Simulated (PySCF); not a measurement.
```json
{"atom": "C", "x (Å)": "-1.7279", "y (Å)": "2.2789", "z (Å)": "-0.2669"}
{"atom": "C", "x (Å)": "-1.1483", "y (Å)": "1.2875", "z (Å)": "0.0918"}
{"atom": "Si", "x (Å)": "-0.2371", "y (Å)": "-0.2641", "z (Å)": "0.5835"}
{"atom": "N", "x (Å)": "-0.9318", "y (Å)": "-1.7012", "z (Å)": "-0.0825"}
{"atom": "Si", "x (Å)": "1.9571", "y (Å)": "-0.1447", "z (Å)": "-0.1129"}
{"atom": "H", "x (Å)": "-2.2381", "y (Å)": "3.1496", "z (Å)": "-0.5682"}
{"atom": "H", "x (Å)": "-0.4899", "y (Å)": "-0.4039", "z (Å)": "2.0256"}
{"atom": "H", "x (Å)": "-1.8722", "y (Å)": "-1.9565", "z (Å)": "0.1736"}
{"atom": "H", "x (Å)": "-0.7773", "y (Å)": "-1.9222", "z (Å)": "-1.0529"}
{"atom": "H", "x (Å)": "2.6822", "y (Å)": "0.8854", "z (Å)": "0.6368"}
{"atom": "H", "x (Å)": "2.0989", "y (Å)": "0.1927", "z (Å)": "-1.5347"}
{"atom": "H", "x (Å)": "2.6857", "y (Å)": "-1.4022", "z (Å)": "0.0807"}
```

Geometry: GFN2-xTB.

All numbers below come from CAM-B3LYP/def2-SVPD, SCF density, gas phase (PySCF).

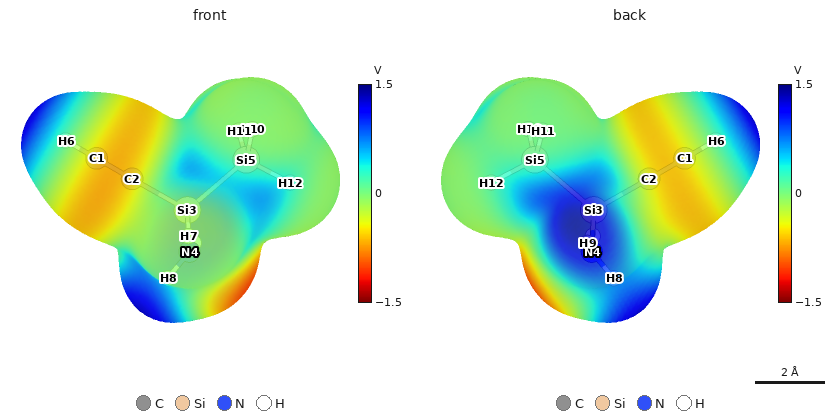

C2H7NSi2. The electrostatic potential painted on the density surface at 0.001 e/bohr³, seen from the front and from behind; the colour scale runs from red (negative) to blue (positive).

Q: Describe the electrostatic potential map.

A: The most negative region (about −1.0 V, or −23 kcal/mol for a unit charge) lies over N4, the most positive (about +1.3 V, or +30 kcal/mol for a unit charge) over H8 and H9.

Q: How polar is the molecule by this calculation?

A: Its dipole moment is 1.23 D.
